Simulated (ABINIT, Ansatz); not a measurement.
# CsH (Pm-3m): the LO frequency by hand

How high does the longitudinal optical mode of CsH (Pm-3m) lie, given the transverse one, the Born charge and ε∞?

Main program and level: ABINIT 10.8.3; DFT LDA, scalar-relativistic, plane waves, PseudoDojo norm-conserving pseudopotentials.

### 1. The relaxed structure

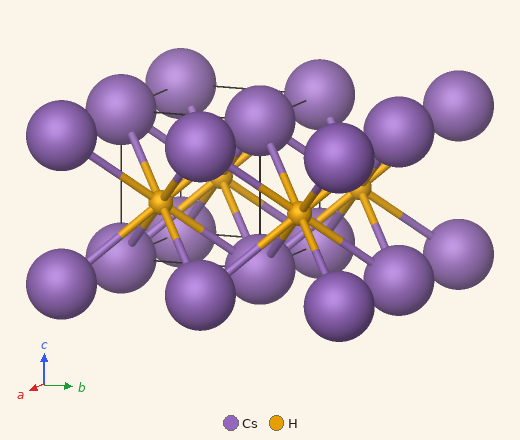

The cell as given, slightly off an axis (caesium purple, hydrogen orange). 2×2×1 cells are drawn. Some periodic images of atoms are drawn too.

As a file:

```cif
data_structure
_symmetry_space_group_name_H-M 'P 1'
_symmetry_Int_Tables_number 1
_cell_length_a 3.6366
_cell_length_b 3.6366
_cell_length_c 3.6366
_cell_angle_alpha 90.000
_cell_angle_beta 90.000
_cell_angle_gamma 90.000
_cell_volume 48.09
loop_
_atom_site_label
_atom_site_type_symbol
_atom_site_fract_x
_atom_site_fract_y
_atom_site_fract_z
_atom_site_occupancy
Cs1 Cs 0.00000 0.00000 0.00000 1
H2 H 0.50000 0.50000 0.50000 1
```

This is the cell after its relaxation at this level of theory, not the database cell from which that began.

### 2. What the response run gave

A linear-response run on the relaxed cell, with the response to an electric field; only its zone-centre results are used. Cutoff 31 Ha, k mesh 6×6×6 with shifts.

Numbers of over 12 decimals in the logs are rounded to 6 here.

What it wrote:

```text
[banners, grids, parts of the stress and lines that vanish by symmetry left out]
- input  file    -> dfpt_gamma.abi
- output file    -> dfpt_gamma.abo
- root for input  files -> dfpt_gammai
[...]
DATASET    1 : space group Pm -3 m (#221); Bravais cP (primitive cubic)
[...]
nfft =       46656          nkpt =         108
[...]
DATASET    2 : space group Pm -3 m (#221); Bravais cP (primitive cubic)
[...]
nfft =       46656          nkpt =         108
[...]
== DATASET  1 ==================================================================
[...]
cutoff_energies: {ecut:  31.0, pawecutdg:  -1.0, }
[...]
-  1.00000   1.00000  180309                  znucl, zion, pspdat
[...]
Perturbation : derivative vs k along direction   1
[...]
-ETOT  1  -9.503589     -9.504E+00 1.620E-02 0.000E+00
 ETOT  2  -9.509146     -5.557E-03 5.718E-04 0.000E+00
 ETOT  3  -9.509273     -1.270E-04 1.423E-05 0.000E+00
 ETOT  4  -9.509278     -4.625E-06 8.430E-07 0.000E+00
 ETOT  5  -9.509278     -2.271E-07 6.800E-08 0.000E+00
[...]
At SCF step   17   max residual=  9.97E-21 < tolwfr=  1.00E-20 =>converged.
[...]
Perturbation : derivative vs k along direction   2
[...]
-ETOT  1  -9.503703     -9.504E+00 1.620E-02 0.000E+00
[...]
At SCF step   17   max residual=  9.97E-21 < tolwfr=  1.00E-20 =>converged.
[...]
Perturbation : derivative vs k along direction   3
[...]
-ETOT  1  -9.503589     -9.504E+00 1.620E-02 0.000E+00
[...]
At SCF step   17   max residual=  9.97E-21 < tolwfr=  1.00E-20 =>converged.
[...]
1        1       1.3270494154   -0.0000000000
     1        2       0.0000000000    0.0000000000
     1        3       0.0000000000    0.0000000000
     2        1       0.0000000000    0.0000000000
     2        2       1.3270494154    0.0000000000
     2        3       0.0000000000    0.0000000000
     3        1       0.0000000000    0.0000000000
     3        2       0.0000000000    0.0000000000
     3        3       1.3270494154   -0.0000000000
[...]
== DATASET  2 ==================================================================
[...]
cutoff_energies: {ecut:  31.0, pawecutdg:  -1.0, }
[...]
Perturbation : displacement of atom   1   along direction   1
[...]
-ETOT  1  0.503099     -4.340E+02 2.214E+00 4.123E+01
[...]
At SCF step   10       vres2   =  1.72E-11 < tolvrs=  1.00E-10 =>converged.
[...]
Perturbation : displacement of atom   2   along direction   1
[...]
At SCF step   10       vres2   =  9.82E-13 < tolvrs=  1.00E-10 =>converged.
[...]
-ETOT  1  0.439568     -7.661E+00 3.976E-01 7.020E+02
[...]
ETOT  9  0.113929     -2.456E-11 2.371E-12 1.813E-10
 ETOT 10  0.113929     -1.799E-12 2.905E-13 9.445E-13
 At SCF step   10       vres2   =  9.45E-13 < tolvrs=  1.00E-10 =>converged.
[...]
Dielectric tensor, in cartesian coordinates,
[...]
1    4   1    4         4.2008165561        -0.0000000000
   1    4   2    4        -0.0000000000        -0.0000000000
   1    4   3    4        -0.0000000000        -0.0000000000
   2    4   1    4        -0.0000000000        -0.0000000000
   2    4   2    4         4.2008165561        -0.0000000000
   2    4   3    4        -0.0000000000        -0.0000000000
   3    4   1    4        -0.0000000000        -0.0000000000
   3    4   2    4        -0.0000000000        -0.0000000000
   3    4   3    4         4.2008165561        -0.0000000000
  Effective charges, in cartesian coordinates,
[...]
1    1   1    4         1.1615707867         0.0000000000
   2    1   1    4         0.0000000000         0.0000000000
   3    1   1    4         0.0000000000         0.0000000000
   1    2   1    4        -1.1616121332         0.0000000000
   2    2   1    4         0.0000000000         0.0000000000
[...]
Effective charges, in cartesian coordinates,
[...]
Rigid-atom elastic tensor , in cartesian coordinates,
[...]
Rigid-atom proper piezoelectric tensor, in cartesian coordinates,
[...]
2    4   2    6         0.0000000000         0.0000000000
   2    4   3    6         0.0000000000         0.0000000000
   3    4   1    5         0.0000000000         0.0000000000
   3    4   2    5         0.0000000000         0.0000000000
   3    4   3    5         0.0000000000         0.0000000000
   3    4   1    6         0.0000000000         0.0000000000
   3    4   2    6         0.0000000000         0.0000000000
   3    4   3    6         0.0000000000         0.0000000000
  Phonon wavevector (reduced coordinates) :  0.00000  0.00000  0.00000
 Phonon energies in Hartree :
[...]
Phonon frequencies in cm-1    :
-  6.986989E-02  6.987052E-02  6.987240E-02  4.174332E+02  4.174332E+02
-  4.174332E+02
  Phonon at Gamma, with non-analyticity in the
[...]
Phonon energies in Hartree :
[...]
Phonon frequencies in cm-1    :
-  6.986989E-02  6.987052E-02  6.987865E-02  4.174332E+02  4.174332E+02
-  7.090622E+02
  Phonon at Gamma, with non-analyticity in the
[...]
Phonon energies in Hartree :
[...]
Phonon frequencies in cm-1    :
-  6.986989E-02  6.987240E-02  6.987677E-02  4.174332E+02  4.174332E+02
-  7.090622E+02
  Phonon at Gamma, with non-analyticity in the
[...]
Phonon energies in Hartree :
[...]
Phonon frequencies in cm-1    :
-  6.987052E-02  6.987240E-02  6.987614E-02  4.174332E+02  4.174332E+02
-  7.090622E+02
[...]
fcart2     0.0000000000E+00  0.0000000000E+00  0.0000000000E+00
           strten2     0.0000000000E+00  0.0000000000E+00  0.0000000000E+00
================================================================================
```

| quantity | value |
| --- | --- |
| cell volume Ω (Å³) | 48.095 |
| mass of Cs (u) | 132.905 |
| mass of H (u) | 1.008 |
| Born charge of Cs, raw (e) | 1.162 |
| Born charge of H, raw (e) | -1.162 |
| ε∞ | 4.201 |
| ω(TO) after the sum rule (cm⁻¹) | 417.4 |

### 3. The calculation

The charges must sum to zero over the cell; taking off their mean, 0.000 e, leaves Z* = 1.162 e on Cs. In the polar mode Cs moves against H, so the reduced mass is μ = 132.91 × 1.01 / 133.91 = 1.000 u.

A longitudinal wave builds up a field that adds to the restoring force: ω(LO)² = ω(TO)² + 4π Z*² / (μ Ω ε∞), in Hartree atomic units. With μ = 1824 electron masses and Ω = 324.56 bohr³ the second term is 6.8196e-06 Ha², or 328494 cm⁻² (1 Ha = 219474.6 cm⁻¹).

So ω(LO) = √(174248 + 328494) = 709.0 cm⁻¹, and by the Lyddane-Sachs-Teller relation ε₀ = ε∞ (ω(LO)/ω(TO))² = 12.12.

### 4. Check against the program

The analysis program adds the same non-analytic term to the full matrix.

What it wrote:

```text
[banners, grids, parts of the stress and lines that vanish by symmetry left out]
-outvars_anaddb: echo values of input variables ----------------------

 Flags :
[...]
Dielectric Tensor and Effective Charges
[...]
Effective charge tensors after
[...]
Phonon wavevector (reduced coordinates) :  0.00000  0.00000  0.00000
 Phonon energies in Hartree :
[...]
Phonon energies in meV     :
-  0.000000E+00  0.000000E+00  0.000000E+00  5.175507E+01  5.175507E+01
-  5.175507E+01
 Phonon frequencies in cm-1    :
-  0.000000E+00  0.000000E+00  0.000000E+00  4.174328E+02  4.174328E+02
-  4.174328E+02
 Phonon frequencies in Thz     :
-  0.000000E+00  0.000000E+00  0.000000E+00  1.251432E+01  1.251432E+01
-  1.251432E+01
 Phonon energies in Kelvin  :
-  0.000000E+00  0.000000E+00  0.000000E+00  6.005926E+02  6.005926E+02
-  6.005926E+02
[...]
-  1  0.00000000E+00  0.00000000E+00  2.02398824E-03
-     0.00000000E+00  0.00000000E+00  0.00000000E+00
-  2  0.00000000E+00  0.00000000E+00  2.02398517E-03
-     0.00000000E+00  0.00000000E+00  0.00000000E+00
[...]
-  1  0.00000000E+00 -2.02398824E-03  0.00000000E+00
-     0.00000000E+00  0.00000000E+00  0.00000000E+00
-  2  0.00000000E+00 -2.02398517E-03  0.00000000E+00
-     0.00000000E+00  0.00000000E+00  0.00000000E+00
[...]
-  1  2.02398824E-03  0.00000000E+00  0.00000000E+00
-     0.00000000E+00  0.00000000E+00  0.00000000E+00
-  2  2.02398517E-03  0.00000000E+00  0.00000000E+00
-     0.00000000E+00  0.00000000E+00  0.00000000E+00
[...]
-  1  0.00000000E+00  0.00000000E+00  1.76259813E-04
-     0.00000000E+00  0.00000000E+00  0.00000000E+00
-  2  0.00000000E+00  0.00000000E+00 -2.32413851E-02
-     0.00000000E+00  0.00000000E+00  0.00000000E+00
[...]
-  1  0.00000000E+00  1.76259813E-04  0.00000000E+00
-     0.00000000E+00  0.00000000E+00  0.00000000E+00
-  2  0.00000000E+00 -2.32413851E-02  0.00000000E+00
-     0.00000000E+00  0.00000000E+00  0.00000000E+00
[...]
-  1  1.76259813E-04  0.00000000E+00  0.00000000E+00
-     0.00000000E+00  0.00000000E+00  0.00000000E+00
-  2 -2.32413851E-02  0.00000000E+00  0.00000000E+00
-     0.00000000E+00  0.00000000E+00  0.00000000E+00
[...]
-     1         -0.000000     0.000000     0.000001     0.000001
-     2          0.000000    -0.000001     0.000000     0.000001
-     3          0.000001     0.000000    -0.000000     0.000001
-     4         -0.000000     0.000000     1.170367     1.170367
-     5         -0.000000     1.170367    -0.000000     1.170367
-     6          1.170367     0.000000     0.000000     1.170367
[...]
-   1     Real    0.0000E+00  0.0000E+00  0.0000E+00  0.0000E+00  0.0000E+00  0.0000E+00  0.0000E+00
[...]
-  2.125690E+01
 Phonon energies in Kelvin  :
-  0.000000E+00  0.000000E+00  0.000000E+00  6.005926E+02  6.005926E+02
-  1.020170E+03
[...]
-  1  0.00000000E+00  0.00000000E+00  2.02398824E-03
-     0.00000000E+00  0.00000000E+00  0.00000000E+00
-  2  0.00000000E+00  0.00000000E+00  2.02398517E-03
-     0.00000000E+00  0.00000000E+00  0.00000000E+00
[...]
Phonon at Gamma, with non-analyticity in the
[...]
Phonon energies in Hartree :
[...]
Phonon energies in meV     :
-  0.000000E+00  0.000000E+00  0.000000E+00  5.175507E+01  5.175507E+01
-  8.791147E+01
 Phonon frequencies in cm-1    :
-  0.000000E+00  0.000000E+00  0.000000E+00  4.174328E+02  4.174328E+02
-  7.090538E+02
 Phonon frequencies in Thz     :
-  0.000000E+00  0.000000E+00  0.000000E+00  1.251432E+01  1.251432E+01
-  2.125690E+01
 Phonon energies in Kelvin  :
-  0.000000E+00  0.000000E+00  0.000000E+00  6.005926E+02  6.005926E+02
-  1.020170E+03
[...]
Phonon at Gamma, with non-analyticity in the
[...]
Phonon energies in Hartree :
[...]
Phonon energies in meV     :
-  0.000000E+00  0.000000E+00  0.000000E+00  5.175507E+01  5.175507E+01
-  8.791147E+01
 Phonon frequencies in cm-1    :
-  0.000000E+00  0.000000E+00  0.000000E+00  4.174328E+02  4.174328E+02
-  7.090538E+02
 Phonon frequencies in Thz     :
-  0.000000E+00  0.000000E+00  0.000000E+00  1.251432E+01  1.251432E+01
-  2.125690E+01
 Phonon energies in Kelvin  :
-  0.000000E+00  0.000000E+00  0.000000E+00  6.005926E+02  6.005926E+02
-  1.020170E+03
[...]
-  1  5.01965929E-06 -2.02392727E-03 -1.48859357E-05
-     0.00000000E+00  0.00000000E+00  0.00000000E+00
-  2  5.01898069E-06 -2.02392487E-03 -1.48865841E-05
-     0.00000000E+00  0.00000000E+00  0.00000000E+00
[...]
-  1  2.02397862E-03  4.99224894E-06  3.74271298E-06
-     0.00000000E+00  0.00000000E+00  0.00000000E+00
-  2  2.02397622E-03  4.99291202E-06  3.74337795E-06
-     0.00000000E+00  0.00000000E+00  0.00000000E+00
[...]
-  1  2.95290200E-05  1.07218229E-04 -1.36747249E-04
-     0.00000000E+00  0.00000000E+00  0.00000000E+00
-  2 -3.89365740E-03 -1.41376534E-02  1.80313108E-02
-     0.00000000E+00  0.00000000E+00  0.00000000E+00
[...]
-  1  1.40853534E-04 -9.59996484E-05 -4.48538855E-05
-     0.00000000E+00  0.00000000E+00  0.00000000E+00
-  2 -1.85727601E-02  1.26583863E-02  5.91437385E-03
-     0.00000000E+00  0.00000000E+00  0.00000000E+00
[...]
Direction                     Dielectric constant
[...]
Elastic Tensor (clamped ion) (unit:10^2GP):
[...]
Elastic Tensor (relaxed ion) (unit:10^2GP):
[...]
0.0000000   0.0000000   0.0000000  -0.0000000   9.6827939   0.0000000
  -0.0000000   0.0000000   0.0000000  -0.0000000   0.0000000   9.6827938
-
```

| quantity | by hand | program |
| --- | --- | --- |
| ω(LO) (cm⁻¹) | 709.0 | 709.0 |
| ε₀ | 12.12 | 12.12 |

### 5. Summary of results

```json
{
  "TO mode": "417.4 cm⁻¹",
  "LO mode": "709.0 cm⁻¹",
  "static dielectric constant": "12.12"
}
```

The LO mode of CsH (Pm-3m) lies at 709 cm⁻¹, 292 cm⁻¹ above the TO mode; the formula meets the program within 0.1 cm⁻¹, as it must for a cubic crystal with one polar mode. ω(LO)² − ω(TO)² goes with Z*²/ε∞: an error of 5 % in ε∞ would move the LO mode by 11.1 cm⁻¹, and semilocal functionals tend to overestimate ε∞. These are harmonic values at zero temperature, at the volume of this functional, for the structure held cubic; stability elsewhere in the zone is no part of this calculation.

[Host names and launcher messages were left out of these logs when they were recorded.]

[Logs are printed without paths, hosts, clocks, repeated set-up lines and the standing remarks that a program may print on its own settings, such as how far it seeks lower states.]

[Hosts, paths, dates, database ids (printed as entryN), source tags and the programs' standing remarks are cut or masked in the printed files.]
